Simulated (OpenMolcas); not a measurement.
How methods differ on SnH2F (SMILES [F][SnH2])

SnH2F has 4 atoms, charge 0, and is taken as a doublet. As SMILES, `[F][SnH2]`. Geometry: relaxed at PBE0-D4/def2-TZVP.

Quantity: the dipole moment, in D. The values are calculated.

| level | kind | program | value (D) | CPU time |
| --- | --- | --- | --- | --- |
| UHF/def2-TZVPP (core potential) | Hartree–Fock | OpenMolcas | 3.08 | 17 s |
| UBLYP/def2-TZVPP (core potential) | GGA | OpenMolcas | 2.50 | 45 s |
| UPBE/def2-TZVPP (core potential) | GGA | OpenMolcas | 2.48 | 46 s |
| U-r2SCAN/def2-TZVPP (core potential) | meta-GGA | OpenMolcas | 2.60 | 59 s |
| UM06-L/def2-TZVPP (core potential) | meta-GGA | OpenMolcas | 2.56 | 51 s |
| UTPSS/def2-TZVPP (core potential) | meta-GGA | OpenMolcas | 2.49 | 58 s |
| UM06-2X/def2-TZVPP (core potential) | hybrid meta-GGA | OpenMolcas | 2.92 | 50 s |
| UPBE0/def2-TZVPP (core potential) | global hybrid | OpenMolcas | 2.70 | 44 s |

The values span 2.48 to 3.08 D. Magnitudes only. Times are those of the runs behind each value, whatever else they computed, on shared processors of several kinds: orders of magnitude only.

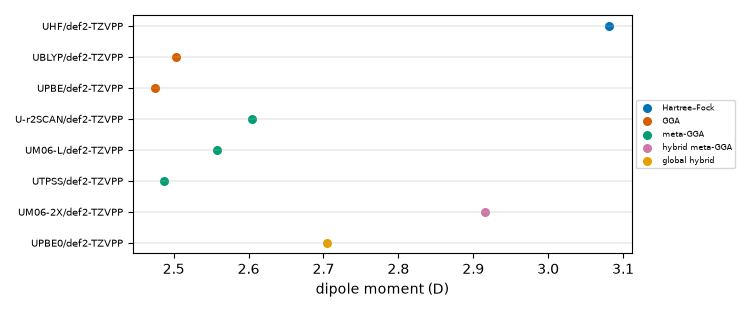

The values of the table, level by level.
